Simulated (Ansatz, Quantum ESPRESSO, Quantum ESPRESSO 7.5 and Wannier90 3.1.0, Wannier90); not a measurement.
**Ballistic channels from Wannier functions: zigzag Cu chain, bond 2.30 Å, width 1.2 Å**

How many channels does the wire offer, and does a small Wannier basis get them right? The wire: zigzag Cu chain, bond 2.30 Å, width 1.2 Å.

Calculated with Quantum ESPRESSO 7.5 and Wannier90 3.1.0; plane-wave DFT, LDA, GBRV ultrasoft pseudopotentials (cross-check by Ansatz 0.2.0 with PAW datasets).

### Step 1. Set-up

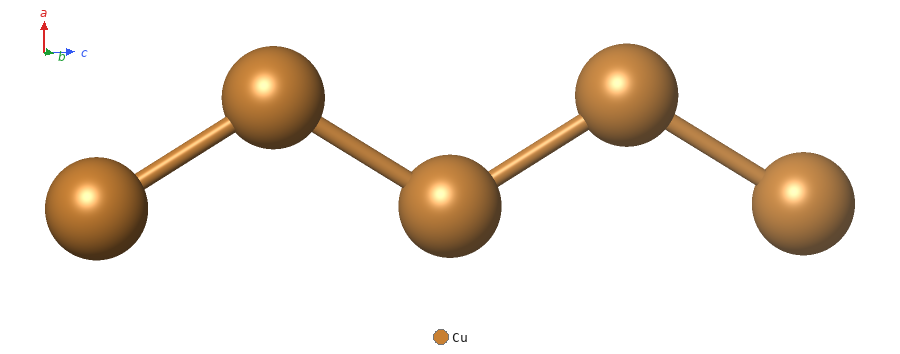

The cell as given, from the side, with the c axis across the page (copper orange). 1×1×2 cells are drawn. Some periodic images of atoms are drawn too.

The cell holds 2 atoms: 2 Cu. Its edges and angles: a = 9.000 Å, b = 8.000 Å, c = 3.924 Å, α = 90.0°, β = 90.0°, γ = 90.0°. Vacuum lies along a and b. The structure's axis is c.

Structure file:

```cif
data_structure
_symmetry_space_group_name_H-M 'P 1'
_symmetry_Int_Tables_number 1
_cell_length_a 9.0000
_cell_length_b 8.0000
_cell_length_c 3.9243
_cell_angle_alpha 90.000
_cell_angle_beta 90.000
_cell_angle_gamma 90.000
_cell_volume 282.55
loop_
_atom_site_label
_atom_site_type_symbol
_atom_site_fract_x
_atom_site_fract_y
_atom_site_fract_z
_atom_site_occupancy
Cu1 Cu 0.93333 0.00000 0.00000 1
Cu2 Cu 0.06667 0.00000 0.50000 1
```

### Step 2. Self-consistent run

Contents of scf.in:

```
&control
  prefix = 'scf'
  outdir = './out'
  pseudo_dir = './pseudo'
  calculation = 'scf'
  tprnfor = .true.
/
&system
  ibrav = 0
  nat = 2
  ntyp = 1
  ecutwfc = 34
  ecutrho = 170
  occupations = 'smearing'
  smearing = 'mv'
  degauss = 0.005
/
&electrons
  conv_thr = 1e-07
  mixing_beta = 0.4
  electron_maxstep = 120
  mixing_mode = 'local-TF'
/
ATOMIC_SPECIES
  Cu  63.5460  cu_lda_v1.2.uspp.F.UPF
CELL_PARAMETERS angstrom
  9.00000000000000 0.00000000000000 0.00000000000000
  0.00000000000000 8.00000000000000 0.00000000000000
  0.00000000000000 0.00000000000000 3.92428337406972
ATOMIC_POSITIONS crystal
  Cu  -0.066666666700 0.000000000000 0.000000000000
  Cu  0.066666666700 0.000000000000 0.500000000000
K_POINTS automatic
  1 1 20 0 0 0
```

Command:

```console
> OMP_NUM_THREADS=1 mpirun -n 2 pw.x -nk 1 -in scf.in > scf.out
```

What it wrote:

```text
Program PWSCF v.7.5 starts
[citation notice left out]

     Parallel version (MPI & OpenMP), running on       2 processor cores
     Number of MPI processes:                 2
     Threads/MPI process:                     1

     MPI processes distributed on     1 nodes
[...]
Current dimensions of program PWSCF are:
     Max number of different atomic species (ntypx) = 10
     Max number of k-points (npk) =  40000
     Max angular momentum in pseudopotentials (lmaxx) =  4
     Message from routine setup:
     using ibrav=0 with symmetry is DISCOURAGED, use correct ibrav instead

     R & G space division:  proc/nbgrp/npool/nimage =       2
     Subspace diagonalization in iterative solution of the eigenvalue problem:
     a serial algorithm will be used

     Parallelization info
     --------------------
     sticks:   dense  smooth     PW     G-vecs:    dense   smooth      PW
     Min        1744    1393    397                35715    25566    3946
     Max        1745    1394    398                35716    25567    3947
     Sum        3489    2787    795                71431    51133    7893

     Using Slab Decomposition

     bravais-lattice index     =            0
     lattice parameter (alat)  =      17.0075  a.u.
     unit-cell volume          =    1906.7311 (a.u.)^3
     number of atoms/cell      =            2
     number of atomic types    =            1
     number of electrons       =        38.00
     number of Kohn-Sham states=           23
     kinetic-energy cutoff     =      34.0000  Ry
     charge density cutoff     =     170.0000  Ry
     scf convergence threshold =      1.0E-07
     mixing beta               =       0.4000
     number of iterations used =            8  local-TF  mixing
     Exchange-correlation= SLA  PZ   NOGX NOGC
                           (   1   1   0   0   0   0   0)

     celldm(1)=  17.007535  celldm(2)=   0.000000  celldm(3)=   0.000000
     celldm(4)=   0.000000  celldm(5)=   0.000000  celldm(6)=   0.000000

     crystal axes: (cart. coord. in units of alat)
               a(1) = (   1.000000   0.000000   0.000000 )
               a(2) = (   0.000000   0.888889   0.000000 )
               a(3) = (   0.000000   0.000000   0.436031 )

     reciprocal axes: (cart. coord. in units 2 pi/alat)
               b(1) = (  1.000000  0.000000  0.000000 )
               b(2) = (  0.000000  1.125000  0.000000 )
               b(3) = (  0.000000  0.000000  2.293412 )

     PseudoPot. # 1 for Cu read from file:
     ./pseudo/cu_lda_v1.2.uspp.F.UPF
     Pseudo is Ultrasoft + core correction, Zval = 19.0
     Generated by new atomic code, or converted to UPF format
     Using radial grid of  867 points,  6 beta functions with:
                l(1) =   0
                l(2) =   0
                l(3) =   1
                l(4) =   1
                l(5) =   2
                l(6) =   2
     Q(r) pseudized with  8 coefficients,  rinner =    1.150   1.150   1.150
                                                       1.150   1.150

     atomic species   valence    mass     pseudopotential
     Cu               19.00    63.54600     Cu( 1.00)

      8 Sym. Ops., with inversion, found ( 4 have fractional translation)

   Cartesian axes

     site n.     atom                  positions (alat units)
         1        Cu     tau(   1) = (  -0.0666667   0.0000000   0.0000000  )
         2        Cu     tau(   2) = (   0.0666667   0.0000000   0.2180157  )

     number of k points=    11  Marzari-Vanderbilt smearing, width (Ry)=  0.0050
                       cart. coord. in units 2pi/alat
        k(    1) = (   0.0000000   0.0000000   0.0000000), wk =   0.1000000
        k(    2) = (   0.0000000   0.0000000   0.1146706), wk =   0.2000000
        k(    3) = (   0.0000000   0.0000000   0.2293412), wk =   0.2000000
        k(    4) = (   0.0000000   0.0000000   0.3440119), wk =   0.2000000
        k(    5) = (   0.0000000   0.0000000   0.4586825), wk =   0.2000000
        k(    6) = (   0.0000000   0.0000000   0.5733531), wk =   0.2000000
        k(    7) = (   0.0000000   0.0000000   0.6880237), wk =   0.2000000
        k(    8) = (   0.0000000   0.0000000   0.8026943), wk =   0.2000000
        k(    9) = (   0.0000000   0.0000000   0.9173649), wk =   0.2000000
        k(   10) = (   0.0000000   0.0000000   1.0320356), wk =   0.2000000
        k(   11) = (   0.0000000   0.0000000  -1.1467062), wk =   0.1000000

     Dense  grid:    71431 G-vectors     FFT dimensions: (  72,  64,  32)

     Smooth grid:    51133 G-vectors     FFT dimensions: (  64,  60,  30)

     Estimated max dynamical RAM per process >     139.90 MB

     Estimated total dynamical RAM >     279.80 MB

     Initial potential from superposition of free atoms

     starting charge      36.0000, renormalised to      38.0000

     negative rho (up, down):  4.738E-03 0.000E+00
     Starting wfcs are   26 randomized atomic wfcs

     total cpu time spent up to now is        0.8 secs

     per-process dynamical memory:    37.2 Mb

     Self-consistent Calculation

     iteration #  1     ecut=    34.00 Ry     beta= 0.40
     Davidson diagonalization with overlap
     ethr =  1.00E-02,  avg # of iterations =  5.5

     negative rho (up, down):  1.209E-01 0.000E+00

     total cpu time spent up to now is        2.9 secs

     total energy              =    -800.10450768 Ry
     estimated scf accuracy    <      39.16525151 Ry

     iteration #  2     ecut=    34.00 Ry     beta= 0.40
[...]
negative rho (up, down):  9.143E-02 0.000E+00

[...]
total energy              =    -806.76488639 Ry
     estimated scf accuracy    <       2.10681031 Ry

     iteration #  3     ecut=    34.00 Ry     beta= 0.40
[...]
negative rho (up, down):  6.621E-02 0.000E+00

[...]
total energy              =    -806.71467870 Ry
     estimated scf accuracy    <       0.74189934 Ry

     iteration #  4     ecut=    34.00 Ry     beta= 0.40
[...]
negative rho (up, down):  3.004E-02 0.000E+00

[...]
total energy              =    -806.74190249 Ry
     estimated scf accuracy    <       0.22219596 Ry

     iteration #  5     ecut=    34.00 Ry     beta= 0.40
[...]
negative rho (up, down):  1.253E-04 0.000E+00

[...]
total energy              =    -806.66422064 Ry
     estimated scf accuracy    <       0.21457318 Ry

     iteration #  6     ecut=    34.00 Ry     beta= 0.40
[...]
negative rho (up, down):  9.483E-05 0.000E+00

[...]
total energy              =    -806.72178782 Ry
     estimated scf accuracy    <       0.01716085 Ry

     iteration #  7     ecut=    34.00 Ry     beta= 0.40
[...]
negative rho (up, down):  1.089E-04 0.000E+00

[...]
total energy              =    -806.72159088 Ry
     estimated scf accuracy    <       0.04634775 Ry

     iteration #  8     ecut=    34.00 Ry     beta= 0.40
[...]
negative rho (up, down):  5.572E-07 0.000E+00

[...]
total energy              =    -806.71450155 Ry
     estimated scf accuracy    <       0.02313563 Ry

     iteration #  9     ecut=    34.00 Ry     beta= 0.40
[...]
negative rho (up, down):  1.324E-08 0.000E+00

[...]
total energy              =    -806.72265792 Ry
     estimated scf accuracy    <       0.00573478 Ry

     iteration # 10     ecut=    34.00 Ry     beta= 0.40
[...]
negative rho (up, down):  2.253E-08 0.000E+00

[...]
total energy              =    -806.72993359 Ry
     estimated scf accuracy    <       0.03364217 Ry

     iteration # 11     ecut=    34.00 Ry     beta= 0.40
[...]
negative rho (up, down):  1.476E-05 0.000E+00

[...]
total energy              =    -806.72517648 Ry
     estimated scf accuracy    <       0.06050574 Ry

     iteration # 12     ecut=    34.00 Ry     beta= 0.40
[...]
negative rho (up, down):  1.122E-05 0.000E+00

[...]
total energy              =    -806.72409276 Ry
     estimated scf accuracy    <       0.03976131 Ry

     iteration # 13     ecut=    34.00 Ry     beta= 0.40
[...]
negative rho (up, down):  4.234E-06 0.000E+00

[...]
total energy              =    -806.72271824 Ry
     estimated scf accuracy    <       0.02984027 Ry

     iteration # 14     ecut=    34.00 Ry     beta= 0.40
[...]
negative rho (up, down):  8.327E-06 0.000E+00

[...]
total energy              =    -806.71906443 Ry
     estimated scf accuracy    <       0.02242465 Ry

[...]
iteration # 20     ecut=    34.00 Ry     beta= 0.40
[...]
negative rho (up, down):  2.607E-06 0.000E+00

[...]
total energy              =    -806.71908745 Ry
     estimated scf accuracy    <       0.00004332 Ry

     iteration # 21     ecut=    34.00 Ry     beta= 0.40
[...]
negative rho (up, down):  2.532E-06 0.000E+00

[...]
total energy              =    -806.71909006 Ry
     estimated scf accuracy    <       0.00000283 Ry

     iteration # 22     ecut=    34.00 Ry     beta= 0.40
[...]
negative rho (up, down):  4.250E-06 0.000E+00

[...]
total energy              =    -806.71909216 Ry
     estimated scf accuracy    <       0.00000478 Ry

     iteration # 23     ecut=    34.00 Ry     beta= 0.40
[...]
negative rho (up, down):  5.235E-06 0.000E+00

[...]
total energy              =    -806.71909169 Ry
     estimated scf accuracy    <       0.00000231 Ry

     iteration # 24     ecut=    34.00 Ry     beta= 0.40
[...]
negative rho (up, down):  5.961E-06 0.000E+00

[...]
total energy              =    -806.71909181 Ry
     estimated scf accuracy    <       0.00000021 Ry

     iteration # 25     ecut=    34.00 Ry     beta= 0.40
[...]
negative rho (up, down):  6.398E-06 0.000E+00

[...]
total energy              =    -806.71909198 Ry
     estimated scf accuracy    <       0.00000023 Ry

     iteration # 26     ecut=    34.00 Ry     beta= 0.40
[...]
negative rho (up, down):  6.586E-06 0.000E+00

[...]
total energy              =    -806.71909194 Ry
     estimated scf accuracy    <       0.00000020 Ry

     iteration # 27     ecut=    34.00 Ry     beta= 0.40
[...]
negative rho (up, down):  6.602E-06 0.000E+00

[...]
End of self-consistent calculation

          k = 0.0000 0.0000 0.0000 (  6351 PWs)   bands (ev):

  -113.2582-113.2373 -71.2665 -71.1776 -71.1382 -71.1339 -70.9880 -70.9700
    -6.3801  -5.1024  -5.0492  -4.7947  -4.4241  -4.3705  -4.1906  -3.9794
    -3.9435  -3.8648  -3.7110  -1.5804  -0.5533   0.8445   2.0549

          k = 0.0000 0.0000 0.1147 (  6361 PWs)   bands (ev):

  -113.2581-113.2374 -71.2660 -71.1785 -71.1380 -71.1336 -70.9880 -70.9701
    -6.3580  -5.1643  -4.9789  -4.7978  -4.4203  -4.3781  -4.1847  -4.0455
    -3.8820  -3.8660  -3.7150  -1.5563  -0.5217   0.8666   2.0777

          k = 0.0000 0.0000 0.2293 (  6355 PWs)   bands (ev):

  -113.2578-113.2377 -71.2647 -71.1812 -71.1375 -71.1327 -70.9876 -70.9704
    -6.2923  -5.2365  -4.8822  -4.8041  -4.4093  -4.3984  -4.1649  -4.1283
    -3.8701  -3.8134  -3.7224  -1.4844  -0.4279   0.9330   2.2898

          k = 0.0000 0.0000 0.3440 (  6358 PWs)   bands (ev):

  -113.2571-113.2384 -71.2627 -71.1854 -71.1368 -71.1312 -70.9870 -70.9709
    -6.1859  -5.2974  -4.8143  -4.7826  -4.4319  -4.3905  -4.2070  -4.1358
    -3.8768  -3.7540  -3.7327  -1.3661  -0.2747   1.0430   1.5796

          k = 0.0000 0.0000 0.4587 (  6388 PWs)   bands (ev):

  -113.2563-113.2393 -71.2601 -71.1906 -71.1358 -71.1299 -70.9864 -70.9718
    -6.0455  -5.3446  -4.8255  -4.6843  -4.4757  -4.3721  -4.2699  -4.1002
    -3.8855  -3.7468  -3.7058  -1.2064  -0.0660   0.8500   1.1947

          k = 0.0000 0.0000 0.5734 (  6368 PWs)   bands (ev):

  -113.2552-113.2403 -71.2566 -71.1965 -71.1345 -71.1285 -70.9853 -70.9726
    -5.8813  -5.3772  -4.8314  -4.5896  -4.5243  -4.3755  -4.2824  -4.0597
    -3.8949  -3.7606  -3.6650  -1.0268   0.1632   0.1943   1.3828

[...]
the Fermi energy is    -2.9255 ev

!    total energy              =    -806.71909192 Ry
     estimated scf accuracy    <       0.00000003 Ry
     smearing contrib. (-TS)   =      -0.00016409 Ry
     internal energy E=F+TS    =    -806.71892783 Ry

     The total energy is F=E-TS. E is the sum of the following terms:
     one-electron contribution =   -1379.05961348 Ry
     hartree contribution      =     687.69540104 Ry
     xc contribution           =     -76.19704732 Ry
     ewald contribution        =     -39.15766807 Ry

     convergence has been achieved in  27 iterations

     negative rho (up, down):  6.602E-06 0.000E+00

     Forces acting on atoms (cartesian axes, Ry/au):

     atom    1 type  1   force =     0.02621047    0.00000000    0.00000000
     atom    2 type  1   force =    -0.02621047    0.00000000    0.00000000

     Total force =     0.037067     Total SCF correction =     0.000143

[...]
=------------------------------------------------------------------------------=
   JOB DONE.
=------------------------------------------------------------------------------=
```

Wall time 43 s (2 MPI ranks of Arm Neoverse V1, shared host); peak memory 0.36 GiB.

Numbers from this step:

```
free energy  : -10975.9724 eV
Fermi energy : -2.925 eV
```

The program's own clock; routines nest. Time by routine:

| routine | wall time (s) | calls |
| --- | --- | --- |
| PWSCF | 42.7 | 1 |
| electrons | 41.69 | 1 |
| c_bands | 26.45 | 27 |
| cegterg | 25.66 | 297 |
| h_psi | 19.75 | 1127 |
| fftw | 19.2 | 42181 |
| vloc_psi | 17.78 | 1127 |
| sum_band | 7.7 | 27 |
| mix_rho | 4.01 | 27 |
| newd | 3.51 | 28 |
| ffts | 2.18 | 3253 |
| calbec | 1.36 | 1468 |
| h_psi:calbec | 0.96 | 1127 |
| add_vuspsi | 0.93 | 1127 |

The run needed 27 iterations to bring the estimated error under 1e-07 Ry; the largest force on any atom, held or free, is 0.67 eV/Å.

### Step 3. Full uniform mesh without symmetry

Wannier90 needs the states on a whole uniform mesh, listed point by point, without symmetry.

Contents of nscf.in:

```
&control
  prefix = 'nscf'
  outdir = './out'
  pseudo_dir = './pseudo'
  calculation = 'nscf'
/
&system
  ibrav = 0
  nat = 2
  ntyp = 1
  ecutwfc = 34
  ecutrho = 170
  occupations = 'smearing'
  smearing = 'mv'
  degauss = 0.005
  nosym = .true.
  noinv = .true.
  nbnd = 37
/
&electrons
  conv_thr = 1e-09
  mixing_beta = 0.4
  electron_maxstep = 120
  mixing_mode = 'local-TF'
  diago_full_acc = .true.
/
ATOMIC_SPECIES
  Cu  63.5460  cu_lda_v1.2.uspp.F.UPF
CELL_PARAMETERS angstrom
  9.00000000000000 0.00000000000000 0.00000000000000
  0.00000000000000 8.00000000000000 0.00000000000000
  0.00000000000000 0.00000000000000 3.92428337406972
ATOMIC_POSITIONS crystal
  Cu  -0.066666666700 0.000000000000 0.000000000000
  Cu  0.066666666700 0.000000000000 0.500000000000
K_POINTS crystal
10
  0.0000000000 0.0000000000 0.0000000000 0.1
  0.0000000000 0.0000000000 0.1000000000 0.1
  0.0000000000 0.0000000000 0.2000000000 0.1
  0.0000000000 0.0000000000 0.3000000000 0.1
  0.0000000000 0.0000000000 0.4000000000 0.1
  0.0000000000 0.0000000000 0.5000000000 0.1
  0.0000000000 0.0000000000 0.6000000000 0.1
  0.0000000000 0.0000000000 0.7000000000 0.1
  0.0000000000 0.0000000000 0.8000000000 0.1
  0.0000000000 0.0000000000 0.9000000000 0.1
```

Command:

```console
> cp -r out/scf.save out/nscf.save
> cp out/scf.xml out/nscf.xml
> OMP_NUM_THREADS=1 mpirun -n 2 pw.x -nk 1 -in nscf.in > nscf.out
```

What it wrote:

```text
[banner, memory and clock lines left out]
Program PWSCF v.7.5 starts
[citation notice left out]

[...]
bravais-lattice index     =            0
     lattice parameter (alat)  =      17.0075  a.u.
     unit-cell volume          =    1906.7311 (a.u.)^3
     number of atoms/cell      =            2
     number of atomic types    =            1
     number of electrons       =        38.00
     number of Kohn-Sham states=           37
     kinetic-energy cutoff     =      34.0000  Ry
     charge density cutoff     =     170.0000  Ry
     Exchange-correlation= SLA  PZ   NOGX NOGC
                           (   1   1   0   0   0   0   0)

[...]
PseudoPot. # 1 for Cu read from file:
     ./pseudo/cu_lda_v1.2.uspp.F.UPF
     Pseudo is Ultrasoft + core correction, Zval = 19.0
     Generated by new atomic code, or converted to UPF format
     Using radial grid of  867 points,  6 beta functions with:
                l(1) =   0
                l(2) =   0
                l(3) =   1
                l(4) =   1
                l(5) =   2
                l(6) =   2
     Q(r) pseudized with  8 coefficients,  rinner =    1.150   1.150   1.150
                                                       1.150   1.150

     atomic species   valence    mass     pseudopotential
     Cu               19.00    63.54600     Cu( 1.00)

     No symmetry found

[...]
number of k points=    10  Marzari-Vanderbilt smearing, width (Ry)=  0.0050
[...]
Dense  grid:    71431 G-vectors     FFT dimensions: (  72,  64,  32)

     Smooth grid:    51133 G-vectors     FFT dimensions: (  64,  60,  27)

     The potential is recalculated from file :
     ./out/nscf.save/charge-density

     negative rho (up, down):  6.602E-06 0.000E+00
     Starting wfcs are   26 randomized atomic wfcs +   11 random wfcs

     Band Structure Calculation
     Davidson diagonalization with overlap
     c_bands:  1 eigenvalues not converged

     ethr =  2.63E-12,  avg # of iterations = 85.3

     End of band structure calculation

          k = 0.0000 0.0000 0.0000 (  6351 PWs)   bands (ev):

  -113.2617-113.2407 -71.2697 -71.1809 -71.1415 -71.1372 -70.9913 -70.9733
    -6.3811  -5.1050  -5.0518  -4.7973  -4.4264  -4.3732  -4.1933  -3.9822
    -3.9461  -3.8676  -3.7138  -1.5808  -0.5536   0.8444   2.0548   3.0961
     3.1356   3.5447   3.7810   3.7935   5.2854   5.8312   6.6706   7.1445
     7.9632   8.2020   8.7529   8.8882   8.9583

          k = 0.0000 0.0000 0.2293 (  6355 PWs)   bands (ev):

  -113.2612-113.2411 -71.2679 -71.1845 -71.1408 -71.1359 -70.9909 -70.9737
    -6.2934  -5.2390  -4.8848  -4.8067  -4.4116  -4.4011  -4.1676  -4.1309
    -3.8728  -3.8162  -3.7252  -1.4848  -0.4282   0.9330   2.1459   2.2894
     3.1735   3.6504   3.8508   3.8914   5.2782   5.9829   7.2416   7.3347
     7.4939   7.5360   8.2899   8.9175   8.9832

[...]
the Fermi energy is    -2.9270 ev
     (compare with:    -2.9255 eV, computed in scf)

[...]
```

Elapsed: 22 s, on 2 MPI ranks; peak memory 0.14 GiB.

Numbers from this step:

```
Fermi energy : -2.927 eV
```

The program's own clock; routines nest. Time by routine:

| routine | wall time (s) | calls |
| --- | --- | --- |
| PWSCF | 21.11 | 1 |
| electrons | 20.76 | 1 |
| c_bands | 20.76 | 1 |
| cegterg | 20.25 | 47 |
| h_psi | 12.39 | 910 |
| vloc_psi | 11.1 | 910 |
| fftw | 10.18 | 23374 |
| cdiaghg | 1.24 | 863 |
| h_psi:calbec | 0.63 | 910 |
| calbec | 0.63 | 910 |
| add_vuspsi | 0.6 | 910 |
| s_psi | 0.59 | 910 |
| init_run | 0.24 | 1 |
| g_psi | 0.14 | 853 |

(Part 1 of 5 ends here.)

[Logs are printed without paths, hosts, clocks, repeated set-up lines and the standing remarks that a program may print on its own settings, such as how far it seeks lower states.]

[Hosts, paths, dates, database ids (printed as entryN), source tags and the programs' standing remarks are cut or masked in the printed files.]

[Maps of the electrostatic potential energy from Ansatz leave out the sawtooth potential of an applied field or a dipole correction, so their vacuum need not be flat; planar profiles and work functions include it.]
